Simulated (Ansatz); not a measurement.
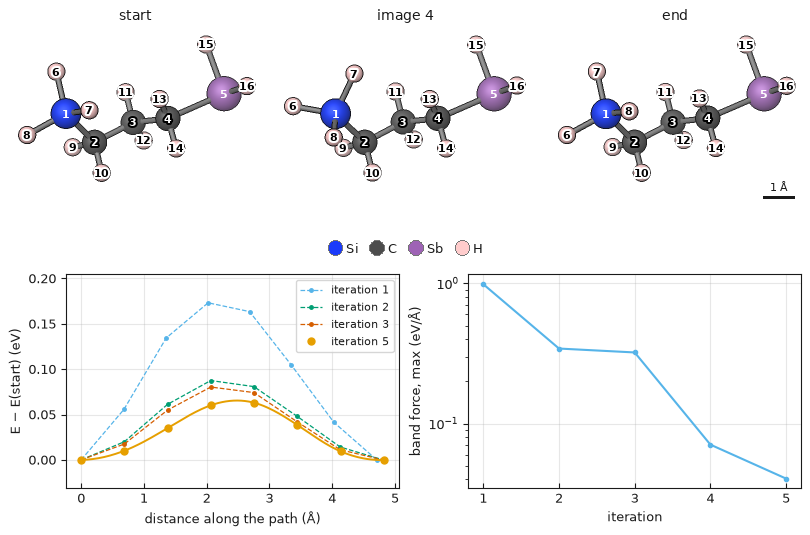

NEB run on C₃H₁₁SbSi. Images are numbered from 0 (start) to 7 (end). The plot follows the band through its iterations. The picture is a ball-and-stick view, seen from a free direction.

Level of theory: RKS B3LYP/def2-SVP in Ansatz 0.2.0.

Input file:
```yaml
crystal:
  periodic: [false, false, false]
  atoms:
    - { symbol: Si, position_ang: [-1.906808, -1.052443, -0.887042] }
    - { symbol: C, position_ang: [-0.041224, -1.365187, -0.715575] }
    - { symbol: C, position_ang: [0.856229, -0.144044, -0.423746] }
    - { symbol: C, position_ang: [0.619833, 0.497885, 0.945787] }
    - { symbol: Sb, position_ang: [2.026184, 2.158488, 1.376473] }
    - { symbol: H, position_ang: [-2.160945, 0.008001, -1.909858] }
    - { symbol: H, position_ang: [-2.535912, -0.619859, 0.396673] }
    - { symbol: H, position_ang: [-2.578826, -2.311057, -1.329326] }
    - { symbol: H, position_ang: [0.27969, -1.834245, -1.663702] }
    - { symbol: H, position_ang: [0.105951, -2.138325, 0.060942] }
    - { symbol: H, position_ang: [0.711728, 0.61072, -1.21815] }
    - { symbol: H, position_ang: [1.912312, -0.460156, -0.503443] }
    - { symbol: H, position_ang: [-0.401338, 0.894714, 1.045313] }
    - { symbol: H, position_ang: [0.766915, -0.237205, 1.754839] }
    - { symbol: H, position_ang: [1.190043, 3.277433, 0.360674] }
    - { symbol: H, position_ang: [1.133368, 2.69268, 2.754341] }
basis:
  gaussian: { orbitals: def2-SVP }
hamiltonian:
  xc: b3lyp
neb:
  order_check: false
  images: 6
  f_tol: 0.05
  max_iterations: 30
  initial_path: idpp
  climbing: false
  final_atoms:
    - { symbol: Si, position_ang: [-1.89746275, -1.03371013, -0.92357525] }
    - { symbol: C, position_ang: [-0.01491218, -1.2809212, -0.85860103] }
    - { symbol: C, position_ang: [0.8436931, -0.0591917, -0.46841377] }
    - { symbol: C, position_ang: [0.62991654, 0.42479342, 0.96803255] }
    - { symbol: Sb, position_ang: [1.99791988, 2.07353554, 1.54059551] }
    - { symbol: H, position_ang: [-2.5345513, -2.25794918, -1.49482781] }
    - { symbol: H, position_ang: [-2.23689839, 0.13160321, -1.796719] }
    - { symbol: H, position_ang: [-2.49007667, -0.79181033, 0.42600295] }
    - { symbol: H, position_ang: [0.2835045, -1.63089684, -1.86376353] }
    - { symbol: H, position_ang: [0.19519299, -2.1249697, -0.17614115] }
    - { symbol: H, position_ang: [0.64070296, 0.76698831, -1.17397364] }
    - { symbol: H, position_ang: [1.90810073, -0.31897105, -0.61406216] }
    - { symbol: H, position_ang: [-0.39969043, 0.77339623, 1.13798726] }
    - { symbol: H, position_ang: [0.82364201, -0.3879205, 1.68853707] }
    - { symbol: H, position_ang: [1.10199976, 3.26306359, 0.66536324] }
    - { symbol: H, position_ang: [1.12611926, 2.43036032, 2.98775876] }
```

Run as
```bash
ansatz run input.yaml --threads 2 --pin off --max-ram 3072MiB --backend cpu --events-out ev --progress --plain --runs-dir out
```

**Judge this run.**

The run is converged, with reservations. The band converged in 5 iterations. The largest component of the band force went from 0.99 to 0.041 eV/Å. No image climbed, so the highest image needn't lie on the saddle point, and the true maximum along this path can be higher. The first iteration put the highest image at 0.173 eV. The barrier is about 0.063 eV in both directions, with image 4 at the top; the ends have the same energy.
